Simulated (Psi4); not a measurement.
**AlHF (SMILES [F][AlH]) at 4 levels**

Aim: a comparison of 4 runs (UHF-D3(BJ)/jun-cc-pVDZ, UB3LYP/6-31G*, UPBE/def2-SVPD, ROCCSD(T)/cc-pwCVDZ) of AlHF. 

The calculation is run with Psi4 1.11.

6 further runs of the same task are left out: 2 that didn't finish, 4 set aside as unsound or not needed.

## Step 1: Starting point

The species is AlHF (3 atoms), meant as a doublet with charge 0. SMILES: `[F][AlH]`. Geometry: relaxed at PBE0-D4/def2-TZVP.

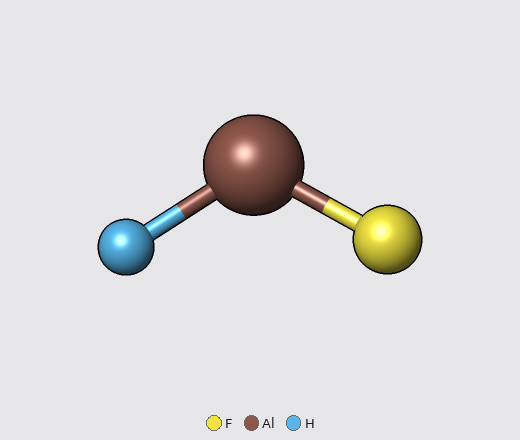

The structure, seen from a chosen angle (fluorine yellow, aluminium brown, hydrogen blue).

## Step 2: A single-point energy at UHF-D3(BJ)/jun-cc-pVDZ (sfX2C) (run 1)

input.json

```json
{
  "schema_name": "qcschema_input",
  "schema_version": 1,
  "molecule": {
    "schema_name": "qcschema_molecule",
    "schema_version": 2,
    "symbols": ["F", "Al", "H"],
    "geometry": [1.71417057, 1.68790337, 1.10662362, -0.81730655, 0.60093291, -0.37700036, -0.91727306, -2.41147951, -0.75456764],
    "molecular_charge": 0,
    "molecular_multiplicity": 2
  },
  "driver": "energy",
  "model": {
    "method": "hf-d3bj2b",
    "basis": "jun-cc-pVDZ"
  },
  "keywords": {
    "reference": "uhf",
    "scf_type": "direct",
    "relativistic": "x2c"
  }
}
```

Started as:

```console
$ psi4 --qcschema input.json -n 1 --memory 1600MB
```

stdout:

```text
[...]
  Running in cs symmetry.
[...]
  Nuclear repulsion =   43.396946504242763
[...]
  Multiplicity = 2
[...]
  Nalpha       = 12
  Nbeta        = 11
[...]
    Number of basis functions: 45
[...]
    WARNING: The X2C and Dirac Hamiltonians have substatially different eigenvalues!
             This is probably caused by the recontraction of the basis set.
[...]
   @DF-UHF iter   1:  -342.39869502944384   -8.07909e-01   1.11648e-02 ADIIS/DIIS
[...]
   @UHF iter  12:  -342.46100408646600   -7.85406e-10   5.43938e-07 DIIS
[...]
   @S^2 Observed:                7.575069462E-01
[...]
    Orbital Energies [Eh]
    ---------------------
    Alpha Occupied:
       1Ap   -58.670782     2Ap   -26.292439     3Ap    -4.963469
       4Ap    -3.261452     1App   -3.258344     5Ap    -3.256873
       6Ap    -1.549197     7Ap    -0.681064     8Ap    -0.626777
       2App   -0.617594     9Ap    -0.521012    10Ap    -0.329709
    Alpha Virtual:
       3App    0.010460    11Ap     0.035309    12Ap     0.042352
      13Ap     0.052156     4App    0.064217    14Ap     0.118061
      15Ap     0.176056     5App    0.289890    16Ap     0.289933
      17Ap     0.295544    18Ap     0.356525     6App    0.369892
      19Ap     0.373467     7App    0.388992    20Ap     0.407197
[...]
  @UHF Final Energy:  -342.46100408646600
   => Energetics <=
    Nuclear Repulsion Energy =             43.3969465042427629
    One-Electron Energy =                -564.0820879327529838
    Two-Electron Energy =                 178.2337916623077092
    Total Energy =                       -342.4610040864660050
  UHF NO Occupations:
  HONO-2 :    8 Ap 1.9998895
  HONO-1 :    9 Ap 1.9964207
[...]
 Multipole Moments:
 ------------------------------------------------------------------------------------
     Multipole            Electronic (a.u.)      Nuclear  (a.u.)        Total (a.u.)
 ------------------------------------------------------------------------------------
 L = 1.  Multiply by 2.5417464519 to convert [e a0] to [Debye]
 Dipole X            :          0.1898387           -1.0137479           -0.8239092
 Dipole Y            :          1.7517128           -1.8601452           -0.1084324
 Dipole Z            :          0.0000000            0.0000000            0.0000000
 Magnitude           :                                                    0.8310138
[...]
```

The result, in JSON:

```text
{
 "driver": "energy",
 "model": {
  "method": "hf-d3bj2b",
  "basis": "jun-cc-pVDZ"
 },
 "success": true,
 "return_result": -342.461004086466,
 "properties": {
  "calcinfo_nbasis": 45,
  "calcinfo_nmo": 45,
  "calcinfo_nalpha": 12,
  "calcinfo_nbeta": 11,
  "calcinfo_natom": 3,
  "nuclear_repulsion_energy": 43.39694650424276,
  "return_energy": -342.461004086466,
  "scf_one_electron_energy": -564.082087932753,
  "scf_two_electron_energy": 178.2337916623077,
  "scf_dispersion_correction_energy": -0.009654320263492399,
  "scf_dipole_moment": [-0.8239091862895682, -0.1084323945060075, 0.0],
  "scf_total_energy": -342.461004086466,
  "scf_iterations": 12
 }
}
```

Run time: 4.5 s. Hardware: 1 thread of Intel Xeon Platinum 8559C (Emerald Rapids), shared host; peak memory 0.25 GiB.

## Step 3: A single-point energy at UB3LYP/6-31G(d) (Cartesian functions) (run 2)

input.json

```json
{
  "schema_name": "qcschema_input",
  "schema_version": 1,
  "molecule": {
    "schema_name": "qcschema_molecule",
    "schema_version": 2,
    "symbols": ["F", "Al", "H"],
    "geometry": [1.71417057, 1.68790337, 1.10662362, -0.81730655, 0.60093291, -0.37700036, -0.91727306, -2.41147951, -0.75456764],
    "molecular_charge": 0,
    "molecular_multiplicity": 2,
    "fix_symmetry": "c1",
    "fix_com": true,
    "fix_orientation": true
  },
  "driver": "energy",
  "model": {
    "method": "b3lyp",
    "basis": "6-31G*"
  },
  "keywords": {
    "reference": "uks",
    "puream": false,
    "e_convergence": 1e-09,
    "d_convergence": 1e-08,
    "scf_type": "pk",
    "dft_radial_points": 99,
    "dft_spherical_points": 590,
    "maxiter": 200,
    "scf_properties": ["DIPOLE", "WIBERG_LOWDIN_INDICES", "MULLIKEN_CHARGES"]
  }
}
```

Started as:

```console
$ psi4 --qcschema input.json -n 1 --memory 1600MB
```

stdout:

```text
[...]
  Running in c1 symmetry.
[...]
  Nuclear repulsion =   43.396946504242770
[...]
  Multiplicity = 2
[...]
  Nalpha       = 12
  Nbeta        = 11
[...]
    Number of basis functions: 36
[...]
   @UKS iter   1:  -342.81036899151826   -4.59224e-01   1.30593e-02 ADIIS/DIIS
[...]
   @UKS iter  11:  -342.89122985035306   -2.10321e-12   7.38361e-09 DIIS
[...]
   @S^2 Observed:                7.529125102E-01
[...]
    Orbital Energies [Eh]
    ---------------------
    Alpha Occupied:
       1A    -56.073274     2A    -24.657071     3A     -4.161005
       4A     -2.716508     5A     -2.713467     6A     -2.710528
       7A     -1.131838     8A     -0.456011     9A     -0.398273
      10A     -0.392895    11A     -0.365626    12A     -0.210151
    Alpha Virtual:
      13A     -0.061540    14A      0.014028    15A      0.079111
      16A      0.117896    17A      0.181693    18A      0.184806
      19A      0.267156    20A      0.440917    21A      0.470048
      22A      0.500410    23A      0.564611    24A      0.726139
      25A      1.003664    26A      1.245082    27A      1.289794
[...]
  @UKS Final Energy:  -342.89122985035306
   => Energetics <=
    Nuclear Repulsion Energy =             43.3969465042427700
    One-Electron Energy =                -563.8504610514148681
    Two-Electron Energy =                 201.3847077602877107
    DFT Exchange-Correlation Energy =     -23.8224230634686904
    Empirical Dispersion Energy =           0.0000000000000000
    VV10 Nonlocal Energy =                  0.0000000000000000
    Total Energy =                       -342.8912298503530565
[...]
 Multipole Moments:
 ------------------------------------------------------------------------------------
     Multipole            Electronic (a.u.)      Nuclear  (a.u.)        Total (a.u.)
 ------------------------------------------------------------------------------------
 L = 1.  Multiply by 2.5417464519 to convert [e a0] to [Debye]
 Dipole X            :         -4.3872183            3.8852769           -0.5019414
 Dipole Y            :        -20.6506035           20.5917787           -0.0588248
 Dipole Z            :         -4.5813807            4.3040403           -0.2773405
 Magnitude           :                                                    0.5764748
[...]
  Mulliken Charges: (a.u.)
   Center  Symbol    Alpha    Beta     Spin     Total
       1     F     4.73631  4.69900  0.03731 -0.43532
       2    AL     6.61104  5.85540  0.75565  0.53356
       3     H     0.65264  0.44560  0.20705 -0.09824
   Total alpha = 12.00000, Total beta = 11.00000, Total charge =  0.00000
  Wiberg Bond Indices using Orthogonal Lowdin Orbitals:
  Total Bond Index:
  Irrep: 1 Size: 3 x 3
[...]
```

The result, in JSON:

```text
{
 "driver": "energy",
 "model": {
  "method": "b3lyp",
  "basis": "6-31G*"
 },
 "success": true,
 "return_result": -342.89122985035306,
 "properties": {
  "calcinfo_nbasis": 36,
  "calcinfo_nmo": 36,
  "calcinfo_nalpha": 12,
  "calcinfo_nbeta": 11,
  "calcinfo_natom": 3,
  "nuclear_repulsion_energy": 43.39694650424277,
  "return_energy": -342.89122985035306,
  "scf_one_electron_energy": -563.8504610514149,
  "scf_two_electron_energy": 201.3847077602877,
  "scf_xc_energy": -23.82242306346869,
  "scf_dipole_moment": [-0.5019413787286884, -0.058824836762195076, -0.2773404736303293],
  "scf_total_energy": -342.89122985035306,
  "scf_iterations": 11
 }
}
```

It took 5.4 s on 1 thread of Intel Xeon Platinum 8559C (Emerald Rapids), shared host; peak memory 0.37 GiB.

Run 3 isn't shown in full; the table further down has it.

## Step 4: The energy at ROCCSD(T)/cc-pwCVDZ (run 4)

calc.dat

```
memory 1.6 GB

molecule m {
  0 2
  F      0.907100     0.893200     0.585600
  Al    -0.432500     0.318000    -0.199500
  H     -0.485400    -1.276100    -0.399300
}

set basis cc-pwCVDZ
set reference rohf
set freeze_core true
set scf_type pk

energy("ccsd(t)")
```

Started as:

```console
$ psi4 calc.dat calc.out -n 1
```

calc.out:

```text
[...]
  Running in cs symmetry.
[...]
  Nuclear repulsion =   43.396946493649182
[...]
  Multiplicity = 2
[...]
  Nalpha       = 12
  Nbeta        = 11
[...]
    Number of basis functions: 50
[...]
   @ROHF iter   1:  -341.91975797120978   -8.23247e-01   7.13963e-03 DIIS
[...]
   @ROHF iter  10:  -341.97409819999211   -5.34328e-12   5.65092e-09 DIIS
[...]
    Orbital Energies [Eh]
    ---------------------
    Doubly Occupied:
       1Ap   -58.519514     2Ap   -26.250547     3Ap    -4.930618
       4Ap    -3.244982     1App   -3.244498     5Ap    -3.242488
       6Ap    -1.534457     7Ap    -0.666259     8Ap    -0.615111
       2App   -0.610646     9Ap    -0.489682
    Singly Occupied:
      10Ap    -0.138983
[...]
  @ROHF Final Energy:  -341.97409819999211
   => Energetics <=
    Nuclear Repulsion Energy =             43.3969464936491818
    One-Electron Energy =                -563.7144626580959539
    Two-Electron Energy =                 178.3434179644546589
    Total Energy =                       -341.9740981999920564
[...]
 Multipole Moments:
 ------------------------------------------------------------------------------------
     Multipole            Electronic (a.u.)      Nuclear  (a.u.)        Total (a.u.)
 ------------------------------------------------------------------------------------
 L = 1.  Multiply by 2.5417464519 to convert [e a0] to [Debye]
 Dipole X            :          0.2209078           -1.0137479           -0.7928401
 Dipole Y            :          1.8237821           -1.8601452           -0.0363632
 Dipole Z            :          0.0000000            0.0000000            0.0000000
 Magnitude           :                                                    0.7936735
[...]
      * MP2 total energy                      = -342.221244622707673
[...]
      * CCSD total energy                     = -342.232206777580643
[...]
      * CCSD(T) total energy                     = -342.236696286551989
[...]
```

Wall time 3.9 s (1 thread of Intel Xeon Platinum 8559C (Emerald Rapids), shared host); peak memory 0.29 GiB.

## Step 5: The series

```
run                                level  integrals  Cartesian functions  energy (Eh)  dipole moment (D)  HOMO energy (eV)  LUMO energy (eV)  wall time
  1       UHF-D3(BJ)/jun-cc-pVDZ (sfX2C)     direct                   no  -342.461004               2.11             -8.97              0.26      4.5 s
  2  UB3LYP/6-31G* (Cartesian functions)         pk                  yes  -342.891230               1.47             -5.72             -2.87      5.4 s
  3                       UPBE/def2-SVPD         pk                   no  -342.508656               1.60             -5.11             -3.48        9 s
  4                  ROCCSD(T)/cc-pwCVDZ         pk                   no  -342.236696                  –                 –                 –      3.9 s
```

## Step 6: Outcome

```
                                          quantity          value
                               run 4: total energy  -342.23670 Eh
run 4: correlation energy (6 core orbitals frozen)     -262.6 mEh
                             run 4: (T) correction      -4.49 mEh
                              run 4: T1 diagnostic          0.031
```

What this shows: Over runs 1, 2, 3 the dipole moment (its size) runs from 1.47 D (UB3LYP/6-31G*) to 2.11 D (UHF-D3(BJ)/jun-cc-pVDZ). The two ends differ in method and basis and Hamiltonian. Totals of different functionals can't be ranked against each other. Some runs of one species differ in core potentials or relativity; totals across that change don't compare. All runs together took 23 s, the longest 9 s.
